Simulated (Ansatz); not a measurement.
Three curves of one kind of scan: energy against volume (even scaling of the relaxed cell, symmetry kept). Level of theory: r2SCAN (plane waves to 500 eV, PAW, scalar-relativistic; Ansatz, a program for electronic structure). Each is measured from its own zero (the relaxed starting cell). 

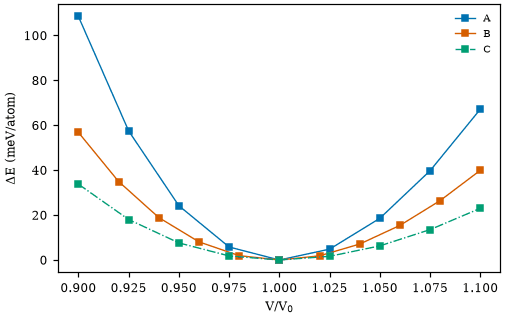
Figure: Curves A, B and C.

Q: Match the curves to these crystals:
- CsPbBr₃ (cubic perovskite), a = b = c = 5.938 Å, α = β = γ = 90.00°
- Au (fcc, Cu type), a = b = c = 4.124 Å, α = β = γ = 90.00°
- PbSe (rock salt), a = 6.178 Å, b = 6.178 Å, c = 6.178 Å, α = 90.00°, β = 90.00°, γ = 90.00°

A: A is Au; B is PbSe; C is CsPbBr3.

All were relaxed with their symmetry unable to fall. Spin-orbit coupling is left out. This is a high-temperature form of CsPbBr3.

(A scan under strain: stresses follow from slopes of the energy per volume, elastic moduli from its curvatures.)
